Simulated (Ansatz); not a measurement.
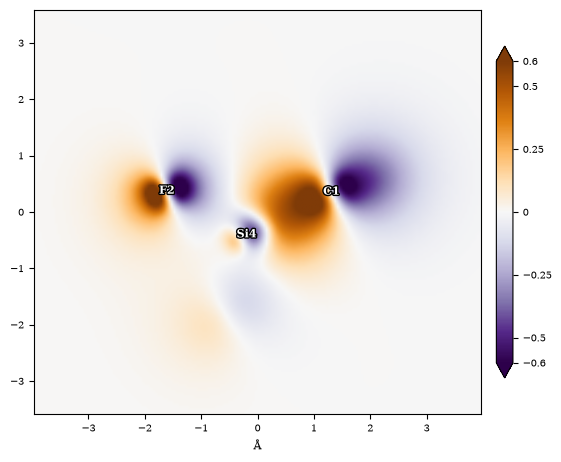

Figure 1: CHF2Si (SMILES [CH]=[Si](F)F) (doublet). The HOMO−1 (β) on the plane of atoms C1, Si4 and F2 (values in Å⁻³ᐟ²; the overall sign is arbitrary).

Geometry: r2SCAN-D4/def2-SVP.

These are results of isolated molecule in a Gaussian basis; Kohn-Sham density functional theory, functional PBE0 in Ansatz, not measurements.

```yaml
atoms:
  - { symbol: C, position_ang: [-1.9118, -0.8263, 1.2402] }
  - { symbol: F, position_ang: [0.4411, -1.3672, -0.4026] }
  - { symbol: F, position_ang: [0.3069, 0.9632, 0.6057] }
  - { symbol: Si, position_ang: [-0.3499, -0.5003, 0.6947] }
  - { symbol: H, position_ang: [-2.5384, -1.2092, 2.0425] }
```

> Where does this orbital lie, and at what energy?

It lies mainly on C1 (about 40 %), Si4 (about 20 %), H5 (about 15 %), F2 (about 15 %) and F3 (about 15 %). Its energy is −12.23 eV.
